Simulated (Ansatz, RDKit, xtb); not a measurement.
**GePNHF2: a search for the lowest isomer**

Task: start from the formula GePNHF2 (odd number of electrons), draw up candidate structures, narrow them down in stages, and characterise the one that lies lowest at 298.15 K.

The funnel: GFN2-xTB relaxations, single points with a density functional, relaxations at B3LYP/6-31G*, harmonic vibrations, and a last energy at a higher level. All values are calculated.

5 further runs of the same task are left out: 5 set aside as unsound or not needed.

## Step 1: Candidates

A program enumerates the bonding patterns with one Lewis structure each (two rings at most, one unusual centre or charged pair), with their diastereomers. O–O, O–halogen and N–halogen bonds and N–N–N chains are not drawn. That gives 37 candidates.

c073 F[PH](F)[N+]#[Ge-]; c076 N#[P@](F)[GeH][F]; c080 N=[P@](/F)=[Ge]\[F]; c097 F[P-]/[NH+]=[Ge]/[F]; c162 [N]=[Ge]([F])[P@H]F; c176 F[P@H]/[N]=[Ge]/[F]; c219 [F][GeH]([F])[N]=[P]; c228 [NH]=[Ge][P](F)F; c245 [N]=[P][GeH]([F])[F]; c272 F[P@]1[N][Ge@@H]1[F]; c275 N=[P][Ge]([F])[F]; c290 [N]#[Ge][PH](F)F; c292 FP(F)[N]=[GeH]; c307 [NH][P](F)(F)=[Ge]; c351 N#[P@H][Ge]([F])[F]; c398 F[P-]/[NH+]=[Ge]\[F]; c412 N=[P@@](/F)=[Ge]/[F]; c435 F[P]1(F)=[Ge][NH]1; c455 N=[P@@](/F)=[Ge]\[F]; c535 [F][Ge]1([F])[N][P@H]1; c542 [F][Ge]([F])[NH+]=[P-]; c567 [F][Ge]([F])=[N][PH]; c577 F[P]/[N]=[GeH]\[F]; c593 N=[P@](/F)=[Ge]/[F]; c600 [F][Ge]1([F])[NH][P]1; c623 [N]=[P@H](F)[Ge][F]; c629 N#[P@@](F)[GeH][F]; c652 F[P@@]1[N][Ge@@H]1[F]; c675 F[P@]1[NH][Ge]1[F]; c682 [N]=[P](F)(F)[GeH]; c685 F[P@H]/[N]=[Ge]\[F]; c778 N#[P@@H][Ge]([F])[F]; c785 F[P@@H]1=[N][Ge]1[F]; c944 [N]=[GeH][P](F)F; c953 F[P]1(F)=[N][GeH]1; c984 [NH]=[Ge]([F])[P]F; c991 F[P]/[N]=[GeH]/[F].

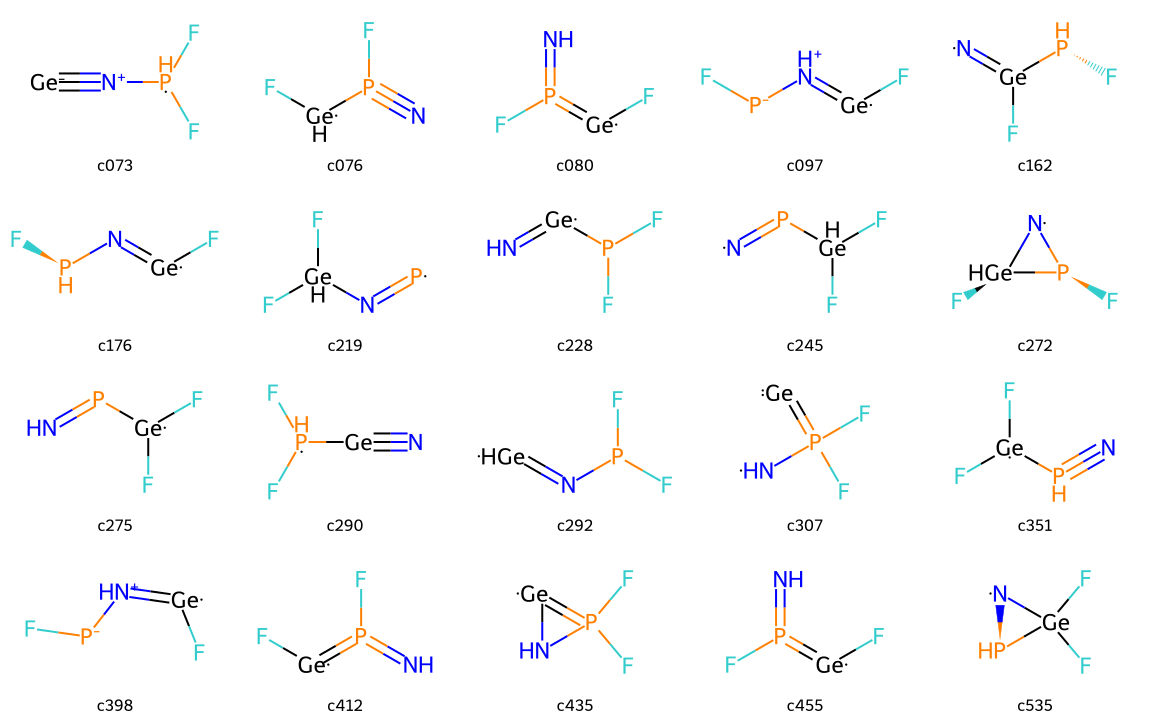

Structural formulas of the candidates (the first 20).

Candidates are built by distance geometry, with a force field where one applies, in up to four conformers (letters a to d). 2 starts with atoms placed at random are added, to find patterns that the rules miss.

## Step 2: First filter: tight binding

All 98 starts are relaxed the same way. One of them, c944b (enumerated, embedded by distance geometry), in full:

start.xyz

```xyz
6
c944b
F      2.082284     1.813910    -0.703329
F      1.630596    -0.437270     0.799794
Ge    -0.868625     2.091920     0.541187
N     -2.462717     2.359366     0.191997
P      0.888751     0.684468    -0.260830
H     -0.131248     3.031875     1.292601
```

Started as:

```
$ xtb start.xyz --gfn 2 --opt --uhf 1
```

The program printed, shortened:

```text
* xtb version 6.7.1
[...]
          :  # basis functions                  33          :
[...]
          :  # electrons                        29          :
[...]
          :  Hamiltonian                  GFN2-xTB          :
[...]
          :  net charge                          0          :
          :  unpaired electrons                  1          :
[...]
   *** convergence criteria satisfied after 17 iterations ***
[...]
   *** GEOMETRY OPTIMIZATION CONVERGED AFTER 15 ITERATIONS ***
[...]
   *** convergence criteria satisfied after 3 iterations ***
[...]
         ::                     SUMMARY                     ::
         :::::::::::::::::::::::::::::::::::::::::::::::::::::
         :: total energy             -17.313244858356 Eh    ::
         :: gradient norm              0.000480993388 Eh/a0 ::
         :: HOMO-LUMO gap              3.080525635519 eV    ::
         ::.................................................::
         :: SCC energy               -17.357974907515 Eh    ::
         :: -> isotropic ES            0.025592311154 Eh    ::
         :: -> anisotropic ES          0.008752182148 Eh    ::
         :: -> anisotropic XC          0.000861642155 Eh    ::
         :: -> dispersion             -0.004085915331 Eh    ::
         :: repulsion energy           0.044730049160 Eh    ::
         :: add. restraining           0.000000000000 Eh    ::
         :: total charge               0.000000000018 e     ::
         :::::::::::::::::::::::::::::::::::::::::::::::::::::
[...]
        15        1.0004           -0.3857347             -10.4964 (HOMO)
        16                         -0.2725275              -7.4158 (LUMO)
[...]
          | TOTAL ENERGY              -17.313244858356 Eh   |
          | GRADIENT NORM               0.000480993388 Eh/α |
          | HOMO-LUMO GAP               3.080525635519 eV   |
           -------------------------------------------------
[...]
```

It took 0.07 s on 2 threads of Intel Xeon 6975P-C (Granite Rapids), shared host.

## Step 3: What the search left

98 of the 98 relaxations converged; 57 ended on a minimum already found. 41 distinct structures remain, the lowest 22 here:

| label | start | SMILES after | spin | energy (kcal/mol) | note |
| --- | --- | --- | --- | --- | --- |
| c629b | drawn | F[P][NH][Ge][F] | doublet | 0.0 | bonds changed |
| c097b | drawn | [F][P][NH][Ge][F] ‡ | doublet | 3.7 |  |
| c398c | drawn | [F][P][NH][Ge][F] ‡ | doublet | 4.1 |  |
| c398a | drawn | [F][P][NH][Ge][F] ‡ | doublet | 6.5 |  |
| c398d | drawn | [F][P][NH][Ge][F] ‡ | doublet | 6.5 |  |
| c455b | drawn | F[P@]1[NH][Ge]1[F] | doublet | 7.0 | bonds changed |
| c675b | drawn | F[P@]1[NH][Ge]1[F] | doublet | 8.7 |  |
| c412a | drawn | F[P@]1[NH][Ge]1[F] | doublet | 9.1 | bonds changed |
| c600b | drawn | [F][Ge][F].[NH][P] ‡ | doublet | 14.3 | loosely bound |
| c600a | drawn | [F][Ge][F].[NH][P] ‡ | doublet | 14.5 | loosely bound |
| c542a | drawn | [F][Ge][F].[NH][P] | doublet | 15.1 | loosely bound |
| c275c | drawn | [F][Ge][F].[NH][P] ‡ | doublet | 15.2 | loosely bound |
| c275b | drawn | N=[P][Ge]([F])[F] | doublet | 15.4 |  |
| c685a | drawn | F[P@H]/[N]=[Ge]\[F] | doublet | 19.0 |  |
| c785b | drawn | FP[N][Ge][F] | doublet | 19.8 | bonds changed |
| c307b | drawn | [F][P]1([F])[NH][Ge]1 ‡ | doublet | 26.9 | bonds changed |
| c435a | drawn | FP(F)[NH][Ge] | doublet | 27.0 | bonds changed |
| c567c | drawn | [F][Ge]([F])[N][PH] ‡ | doublet | 34.0 |  |
| c567b | drawn | [F][Ge]([F])[N][PH] ‡ | doublet | 35.3 |  |
| c535b | drawn | [F][Ge]([F])[N][PH] ‡ | doublet | 36.9 | bonds changed |
| c292d | drawn | FP(F)[N]=[GeH] | doublet | 36.9 |  |
| c567d | drawn | [F][Ge]([F])[N][PH] ‡ | doublet | 38.3 |  |

‡ marks the bonded skeleton alone, with all bonds drawn single: no Lewis structure was assigned that passes a check against the bond lengths.

GFN2-xTB has no spin polarisation, so it can't rank spin states and is rough for open shells.

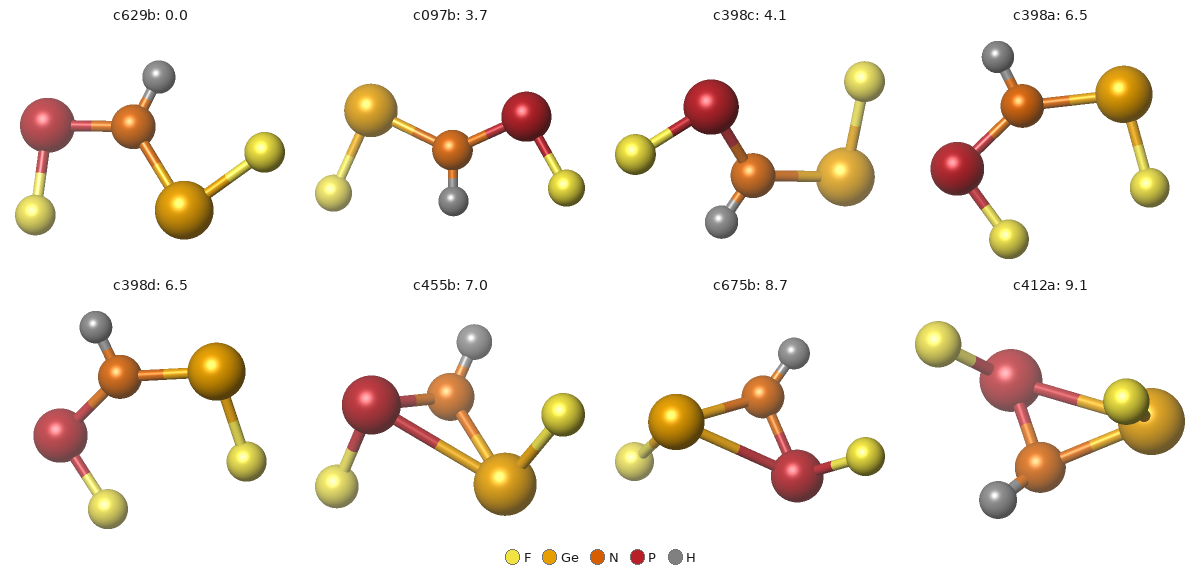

The 8 lowest minima that did not fall apart, with their GFN2-xTB energies in kcal/mol.

## Step 4: Screening with a density functional

A choice of the minima (the low ones first, few conformers of a pattern, up to a cap) and the lowest that fell apart get a single point at r2SCAN-D4/def2-SVP on the tight-binding geometry, and one at HF/STO-3G for comparison. Within 30 kcal/mol but not screened, among others: c398d, c412a, c542a, c275c. The first, c629b:

input.yaml

```yaml
crystal:
  periodic: [false, false, false]
  atoms:
    - {symbol: F, position_ang: [-0.251375, 2.708613, 1.136519]}
    - {symbol: F, position_ang: [0.018900, -0.670286, -1.820797]}
    - {symbol: Ge, position_ang: [-0.293199, 0.193078, -0.245941]}
    - {symbol: "N", position_ang: [0.235747, 1.815573, -1.048580]}
    - {symbol: P, position_ang: [0.279260, 3.307950, -0.316954]}
    - {symbol: H, position_ang: [0.521848, 1.824153, -2.018644]}
basis:
  gaussian:
    orbitals: def2-SVP
magnetization:
  spin_polarized: true
  initial_magnetization: 1
hamiltonian:
  xc: r2scan
  dispersion: d4
scf:
  lower_state_search: off
output: {orbitals: {seedname: orbitals}}
```

Started as:

```
$ ansatz run input.yaml --threads 2 --pin off --max-ram 4350MiB --events-out events.jsonl --progress --plain --runs-dir runs
```

The program printed, shortened:

```text
Warning: RAYON_NUM_THREADS=2 ignored (pool sized by the plan → 2); use --threads N
Functional definition: r2SCAN
  name "r2SCAN"
[...]
1084 factors; their error is unknown
[...]
mean field -72728.96287495 eV, -2672.7400881928 hartree, gradient 8.1e-6 eV, S^2 0.757638; 0 other end points of the search recorded, 0 dependent functions left out
reference -72728.96288488 eV, -2672.7400885577 hartree; 37, 36 occupied and 60, 61 virtual orbitals, 1084 factors
Total energy: -72729.00055903 eV, -2672.7414730573 hartree
Checks for a lower state left out: stability, starts, cluster_reference, orbital_swaps, neighbouring_geometries, increment
```

Run time: 1.6 s. Hardware: 2 threads of Intel Xeon 6975P-C (Granite Rapids), shared host.

Relative energies in kcal/mol, each column from its lowest structure that stays in one piece:

| label | SMILES | spin | GFN2-xTB | HF/STO-3G | r2SCAN-D4/def2-SVP |
| --- | --- | --- | --- | --- | --- |
| c398c | [F][P][NH][Ge][F] ‡ | doublet | 4.1 | 0.0 | 0.0 |
| c629b | F[P][NH][Ge][F] | doublet | 0.0 | 3.5 | 0.3 |
| c398a | [F][P][NH][Ge][F] ‡ | doublet | 6.5 | 4.5 | 2.3 |
| c097b | [F][P][NH][Ge][F] ‡ | doublet | 3.7 | 1.3 | 2.4 |
| c435a | FP(F)[NH][Ge] | doublet | 27.0 | 17.6 | 9.0 |
| c675b | F[P@]1[NH][Ge]1[F] | doublet | 8.7 | 32.4 | 10.0 |
| c455b | F[P@]1[NH][Ge]1[F] | doublet | 7.0 | 35.7 | 11.6 |
| c307b | [F][P]1([F])[NH][Ge]1 ‡ | doublet | 26.9 | 30.2 | 13.7 |
| c600a | [F][Ge][F].[NH][P] ‡ | doublet | 14.5 | 41.3 | 18.8 |
| c600b | [F][Ge][F].[NH][P] ‡ | doublet | 14.3 | 41.6 | 18.8 |
| c685a | F[P@H]/[N]=[Ge]\[F] | doublet | 19.0 | 29.8 | 23.6 |
| c548 | F.F[P][N][Ge] | doublet | 44.6 | 32.5 | 24.1 |
| c785b | FP[N][Ge][F] | doublet | 19.8 | 34.5 | 24.2 |
| c275b | N=[P][Ge]([F])[F] | doublet | 15.4 | 62.7 | 25.5 |

‡ marks the bonded skeleton alone, with all bonds drawn single: no Lewis structure was assigned that passes a check against the bond lengths.

Measured from c398c, GFN2-xTB misplaces c275b by 14 kcal/mol against r2SCAN-D4/def2-SVP, so minima dropped on its energies alone could hide the lowest isomer.

## Step 5: A second chance for lost patterns

Some ordinary bonding patterns rearranged or fell apart under GFN2-xTB. Their starts are relaxed at r2SCAN-D4/def2-SVP instead (label ending in r). The first, c600ar:

input.yaml

```yaml
crystal:
  periodic: [false, false, false]
  atoms:
    - {symbol: F, position_ang: [-0.833663, 3.366344, -1.672511]}
    - {symbol: F, position_ang: [-0.254408, 2.353250, 1.109301]}
    - {symbol: Ge, position_ang: [-0.450376, 2.062054, -0.558122]}
    - {symbol: N, position_ang: [0.943464, 1.166129, -1.208030]}
    - {symbol: P, position_ang: [-0.263577, -0.018004, -1.365674]}
    - {symbol: H, position_ang: [1.515183, 0.839961, -0.381772]}
basis:
  gaussian:
    orbitals: def2-SVP
magnetization:
  spin_polarized: true
  initial_magnetization: 1
hamiltonian:
  xc: {name: r2SCAN}
  dispersion: d4
relax:
  f_tol: 0.01
output: {orbitals: {seedname: orbitals}}
```

Started as:

```
$ ansatz run input.yaml --threads 2 --pin off --max-ram 4350MiB --events-out events.jsonl --progress --plain --runs-dir runs
```

The program printed, shortened:

```text
Warning: RAYON_NUM_THREADS=2 ignored (pool sized by the plan → 2); use --threads N
[...]
[... 2 set-up lines as earlier in the session ...]
[...]
1084 factors; their error is unknown
[...]
mean field -72727.27804553 eV, -2672.6781718538 hartree, gradient 1.1e-5 eV, S^2 0.761893; 2 other end points of the search recorded, 0 dependent functions left out
[...]
reference -72727.27805487 eV, -2672.6781721969 hartree; 37, 36 occupied and 60, 61 virtual orbitals, 1084 factors
[...]
Atom 1 at    -0.706173     2.577671     1.055888 Å, force    -0.001477     0.001772    -0.000653 eV/Å
Atom 2 at    -0.529196     2.000845    -0.562637 Å, force     0.004148    -0.001378    -0.000202 eV/Å
Atom 3 at     0.955379     1.000326    -0.881872 Å, force     0.000903    -0.001372    -0.000175 eV/Å
Atom 4 at    -0.366713    -0.106629    -1.292673 Å, force    -0.002028    -0.000312    -0.000655 eV/Å
Atom 5 at     1.958768     0.836744    -0.918394 Å, force     0.000625     0.000453     0.000393 eV/Å
Dipole moment:     0.250686    -0.370117    -0.123993 e Å
```

It took 38 s on 2 threads of Intel Xeon 6975P-C (Granite Rapids), shared host.

Energies at r2SCAN-D4/def2-SVP after that relaxation, from the lowest structure of the screen (which was not relaxed at this level):

| label | SMILES | spin | energy (kcal/mol) |
| --- | --- | --- | --- |
| c600ar | [F][Ge]1([F])[NH][P]1 | doublet | 18.3 |
| c535ar | [F][Ge]1([F])[N][P@H]1 | doublet | 51.0 |
| c076ar | N#[P](F)[GeH][F] | doublet | 68.0 |

## Step 6: Relaxing the best candidates

6 candidates are relaxed at B3LYP/6-31G* (chosen among the lowest in one piece). The first, c398c:

input.yaml

```yaml
crystal:
  periodic: [false, false, false]
  atoms:
    - {symbol: F, position_ang: [-3.574698, -0.696685, -1.125534]}
    - {symbol: F, position_ang: [-0.008797, 0.742850, 1.408794]}
    - {symbol: Ge, position_ang: [0.548508, 0.197534, -0.228795]}
    - {symbol: N, position_ang: [-1.180433, -0.236571, -0.760340]}
    - {symbol: P, position_ang: [-2.621897, -0.111698, 0.086713]}
    - {symbol: H, position_ang: [-1.319017, -0.606631, -1.692644]}
basis:
  gaussian: {orbitals: 6-31G_st_-spherical.json}
magnetization: {spin_polarized: true, initial_magnetization: 1}
hamiltonian: {xc: {name: B3LYP}}
relax: {f_tol: 0.003}
```

The basis set 6-31G* is read from a file made from the Basis Set Exchange's data (not shown).

Started as:

```
$ ansatz run input.yaml --threads 2 --pin off --max-ram 4350MiB --events-out events.jsonl --progress --plain --runs-dir runs
```

The program printed, shortened:

```text
Warning: RAYON_NUM_THREADS=2 ignored (pool sized by the plan → 2); use --threads N
[...]
Functional definition: B3LYP
  name "B3LYP"
[...]
982 factors; integrals over basis functions are off by at most 3.8e-4 eV
[...]
mean field -72741.33911376 eV, -2673.1949065803 hartree, gradient 2.9e-5 eV, S^2 0.754910; 0 other end points of the search recorded, 0 dependent functions left out
[...]
Atom 1 at    -0.029676     0.732569     1.391608 Å, force    -0.000350    -0.000033    -0.000008 eV/Å
Atom 2 at     0.566271     0.211373    -0.200206 Å, force    -0.000403    -0.000345    -0.000767 eV/Å
Atom 3 at    -1.167038    -0.242367    -0.781680 Å, force     0.001692     0.000685     0.001407 eV/Å
Atom 4 at    -2.632726    -0.113221     0.083496 Å, force    -0.000217    -0.000138    -0.000316 eV/Å
Atom 5 at    -1.264438    -0.613285    -1.728115 Å, force     0.000172    -0.000084    -0.000413 eV/Å
Dipole moment:     0.245691    -0.115062    -0.392139 e Å
```

Wall time 22 s (2 threads of Intel Xeon 6975P-C (Granite Rapids), shared host).

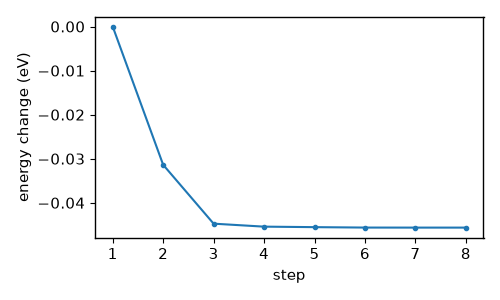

Energy along the run, all evaluated steps.

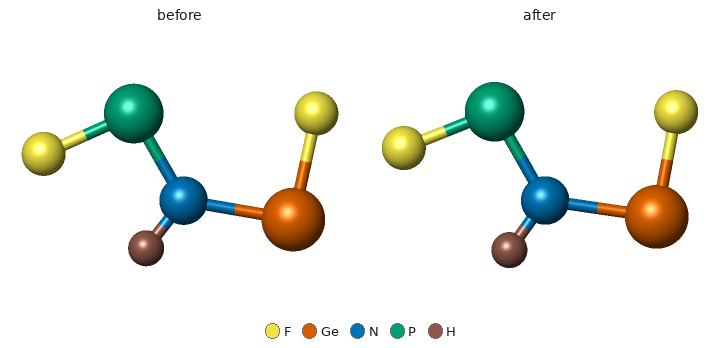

Before and after, at one scale.

After the run. Bond lengths: F2–Ge3 1.778 Å, Ge3–N4 1.884 Å, F1–P5 1.633 Å, N4–P5 1.707 Å, N4–H6 1.021 Å. Angles: F2–Ge3–N4 92.2°, Ge3–N4–P5 128.0°, F1–P5–N4 97.9°, Ge3–N4–H6 117.5°, P5–N4–H6 114.5°.

## Step 7: After refinement

| label | spin | r2SCAN-D4/def2-SVP (kcal/mol) | B3LYP/6-31G*, relaxed (kcal/mol) | time |
| --- | --- | --- | --- | --- |
| c629b | doublet | 0.3 | 0.0 | 22 s |
| c398c | doublet | 0.0 | 0.9 | 22 s |
| c097b | doublet | 2.4 | 1.5 | 53 s |
| c398a | doublet | 2.3 | 3.2 | 18 s |
| c435a | doublet | 9.0 | 5.9 | 23 s |
| c675b | doublet | 10.0 | 8.6 | 23 s |

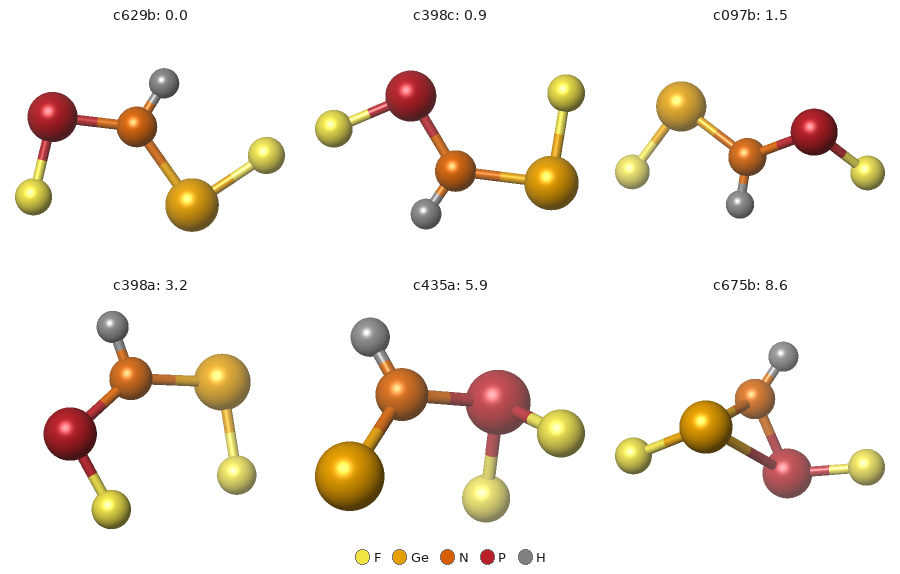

The relaxed structures, with energies at B3LYP/6-31G* in kcal/mol.

## Step 8: Harmonic analysis of the finalists

The lowest few in one piece go on as finalists (c435a, c675b drop out). Harmonic vibrations at B3LYP/6-31G* test each finalist and give the zero-point energy and the thermal terms. The first, c629b:

input.yaml

```yaml
crystal:
  periodic: [false, false, false]
  atoms:
    - {symbol: F, position_ang: [-0.237760, 2.871873, 1.183153]}
    - {symbol: F, position_ang: [0.036745, -0.683299, -1.887070]}
    - {symbol: Ge, position_ang: [-0.286405, 0.096753, -0.323272]}
    - {symbol: "N", position_ang: [0.217819, 1.799490, -1.006121]}
    - {symbol: P, position_ang: [0.279802, 3.330656, -0.293850]}
    - {symbol: H, position_ang: [0.500979, 1.763608, -1.987237]}
basis:
  gaussian:
    orbitals: 6-31G_st_-spherical.json
magnetization:
  spin_polarized: true
  initial_magnetization: 1
hamiltonian:
  xc: {name: B3LYP}
scf:
  lower_state_search: "off"
phonons: {}
```

The basis set 6-31G* is read from a file made from the Basis Set Exchange's data (not shown).

Started as:

```
$ ansatz run input.yaml --threads 2 --pin off --max-ram 4350MiB --events-out events.jsonl --progress --plain --runs-dir runs
```

The program printed, shortened:

```text
Warning: RAYON_NUM_THREADS=2 ignored (pool sized by the plan → 2); use --threads N
[... 2 set-up lines as earlier in the session ...]
[...]
980 factors; integrals over basis functions are off by at most 4.1e-4 eV
[...]
mean field -72741.42336178 eV, -2673.1980026379 hartree, gradient 6.0e-6 eV, S^2 0.754345; 0 other end points of the search recorded, 0 dependent functions left out
[...]
Atom 4 at     0.279802     3.330656    -0.293850 Å, force    -0.000143     0.000045     0.000240 eV/Å
Atom 5 at     0.500979     1.763608    -1.987237 Å, force    -0.000382    -0.000212     0.001695 eV/Å
Dipole moment:     0.056757     0.174710    -0.087275 e Å
Vibrations: 60.00 93.02 162.60 192.93 371.20 568.12 574.75 658.34 805.85 830.16 1141.24 3503.51 cm⁻¹, zero-point energy 0.555555 eV
Checks for a lower state left out: stability, starts, cluster_reference, orbital_swaps, neighbouring_geometries, increment
```

Run time: 56 s. Hardware: 2 threads of Intel Xeon 6975P-C (Granite Rapids), shared host.

## Step 9: Zero-point energy and free-energy terms

At 298.15 K and 1 atm, ideal gas, rigid rotor and harmonic oscillator:

| label | SMILES | spin | point group | lowest mode (cm⁻¹) | zero-point (kcal/mol) | G − E (kcal/mol) |
| --- | --- | --- | --- | --- | --- | --- |
| c629b | F[P][NH][Ge][F] | doublet | Cs | 60 | 12.8 | -8.1 |
| c398c | [F][P][NH][Ge][F] ‡ | doublet | Cs | 54 | 12.7 | -8.3 |
| c097b | [F][P][NH][Ge][F] ‡ | doublet | C1 | 50 | 12.7 | -8.9 |
| c398a | [F][P][NH][Ge][F] ‡ | doublet | Cs | 19i | 12.8 | -7.2 |

Chiral structures get −RT ln 2 for their mirror image.

‡ marks the bonded skeleton alone, with all bonds drawn single: no Lewis structure was assigned that passes a check against the bond lengths.

c398a keeps an imaginary mode, a small one that points to a nearly free motion; the harmonic terms are rough for it.

[end of part 1 of 2]
